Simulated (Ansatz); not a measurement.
Breaking the C3–H5 bond in C2H6Mg (SMILES C[CH2][MgH]) (multiplicity 1 held, fragments rigid). Energies count from the point at 1.097 Å.
Geometry at that point (charge 0, multiplicity 1):
```tsv
atom	x (Å)	y (Å)	z (Å)
Mg	-0.1443	0.3313	1.3937
H	-0.3373	1.1905	2.8557
C	0.0933	-0.7191	-0.4142
C	0.1315	0.1361	-1.6926
H	-0.7157	-1.4553	-0.4913
H	1.0112	-1.3150	-0.3458
H	0.9553	0.8554	-1.6784
H	-0.7876	0.7138	-1.8253
H	0.2569	-0.4673	-2.5988
```

Unrestricted levels (U-) break spin symmetry where that is lower. Active spaces are followed from a long bond inwards. Curves can end on different states.

Cores are frozen in the correlated methods.

Codes used: Ansatz (Gaussian orbitals). Each number belongs to the level named beside it.

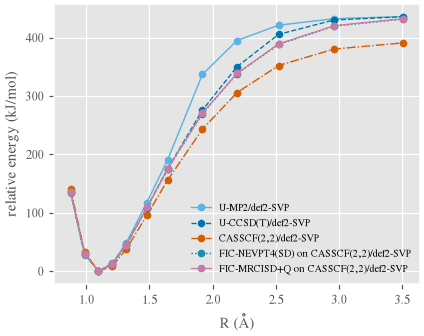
Figure: Relative energy along the coordinate

Task: Read off the CASSCF(2,2)/def2-SVP curve at R = 1.919.

Result: about 240 kJ/mol

Doubts at one or more of the structures used: a spin-contaminated determinant (U-MP2/def2-SVP, U-CCSD(T)/def2-SVP); T1 above 0.05 (U-CCSD(T)/def2-SVP).

Ansatz is a quantum-chemistry and plane-wave program.
